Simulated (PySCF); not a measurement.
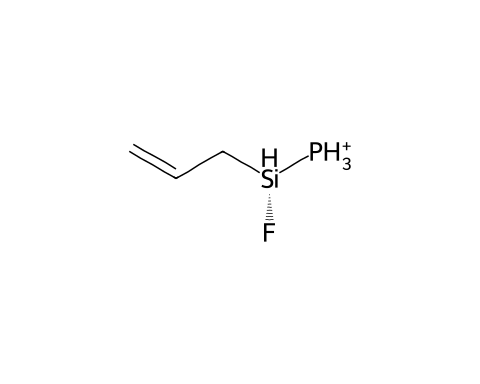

The drawing above gives the connectivity. State: charge +1, singlet. The computed structure is the end point of a GFN2-xTB optimisation. No frequency run is at hand to confirm it as a minimum.

What does the molecule look like in three dimensions?

Formula C3H9FPSi(+). Its SMILES string is `C=CC[Si@@H](F)[PH3+]`. It has no ring. Among its groups: alkene, Si–H bond. This geometry has C1 symmetry. Coordination, clear cases only: 2 C trigonal planar; 1 C tetrahedral; 1 P tetrahedral.

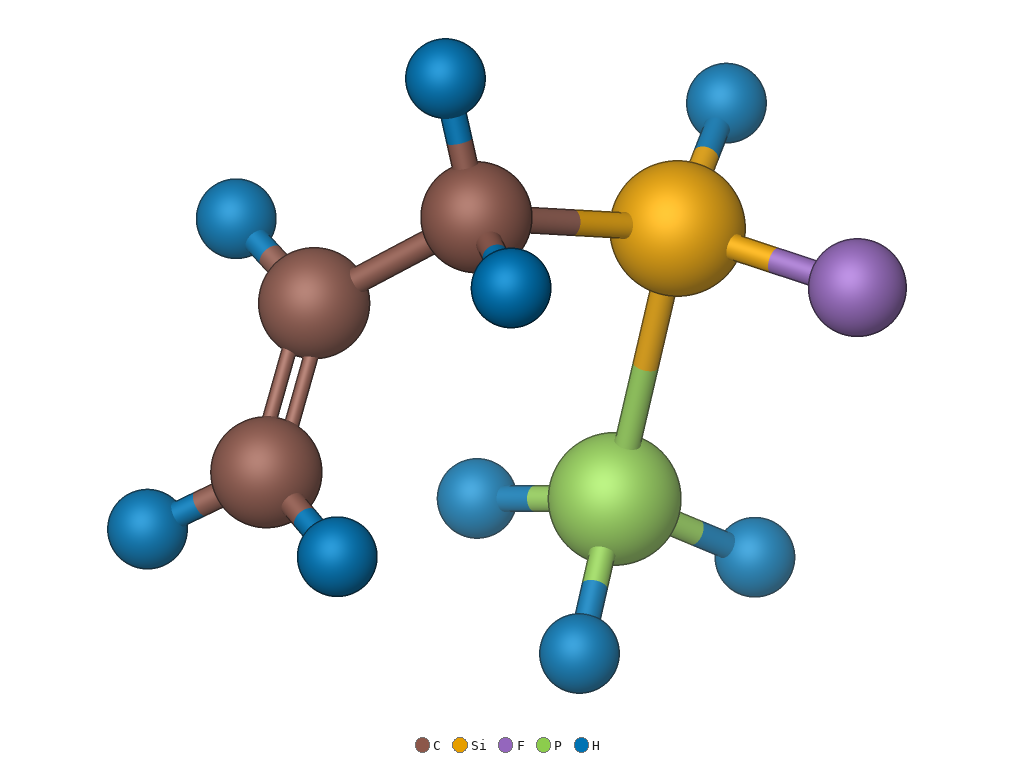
